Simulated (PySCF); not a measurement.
```yaml
atoms:
  - { symbol: C, position_ang: [-1.7853, 1.4004, 0.8964] }
  - { symbol: C, position_ang: [-1.6717, 0.3004, 0.1504] }
  - { symbol: C, position_ang: [-2.8400, -0.4877, -0.3602] }
  - { symbol: C, position_ang: [-0.3919, -0.1802, -0.2069] }
  - { symbol: C, position_ang: [0.6869, -0.6193, -0.5419] }
  - { symbol: C, position_ang: [2.0097, -1.0258, -0.8373] }
  - { symbol: O, position_ang: [2.3249, -1.8975, -1.6131] }
  - { symbol: Ge, position_ang: [3.4086, 0.0055, 0.1806] }
  - { symbol: H, position_ang: [-2.7491, 1.7913, 1.1752] }
  - { symbol: H, position_ang: [-0.9198, 1.9384, 1.2440] }
  - { symbol: H, position_ang: [-2.7866, -1.5133, 0.0028] }
  - { symbol: H, position_ang: [-3.7755, -0.0418, -0.0326] }
  - { symbol: H, position_ang: [-2.8209, -0.5211, -1.4488] }
  - { symbol: H, position_ang: [4.7738, -0.4252, -0.2436] }
  - { symbol: H, position_ang: [3.2675, -0.1970, 1.6594] }
  - { symbol: H, position_ang: [3.2617, 1.4819, -0.0360] }
```

Geometry: GFN2-xTB.

These are results of B3LYP/def2-SVPD, SCF density, gas phase in PySCF, not measurements.

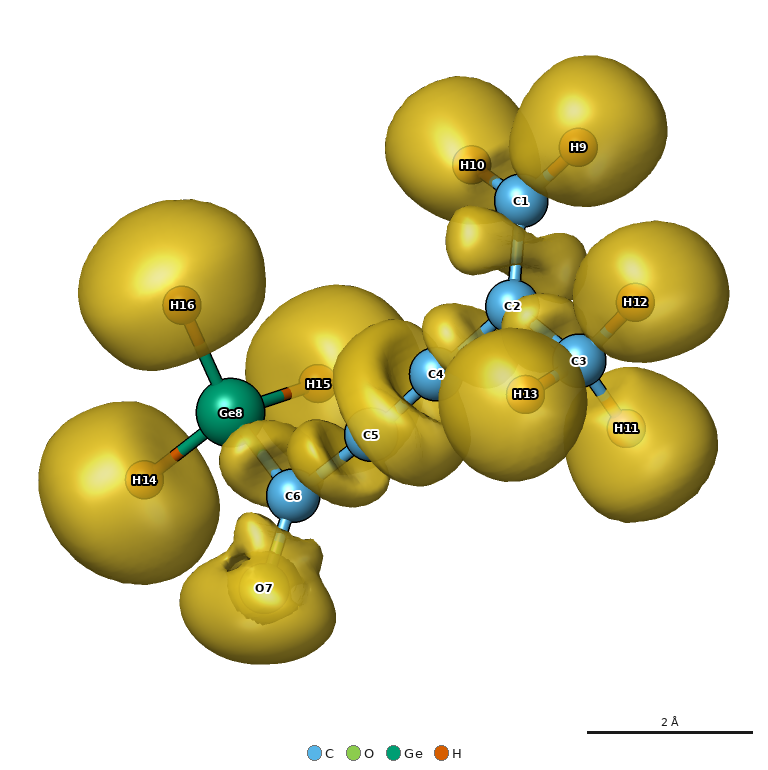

C6H8GeO. Isosurface of the ELF at 0.75 (yellow), seen at an oblique angle. Core shells and regions of very low density are left out.

### Where are the electrons localised?

At this value the surface marks out five regions between bonded C–C atoms (shared pairs), eight regions around hydrogen nuclei, one lobe of the valence shell of C pointing towards Ge (polar bonds) and one region on O in which the atom's valence shell and bonds are merged. Along the contacts the grid gives the following. C–O (1.21 Å): the ELF peaks at about 0.85 between the atoms: a multiple bond. C–C (1.21 Å): the ELF peaks at about 0.85 between the atoms: a short, multiple covalent bond.
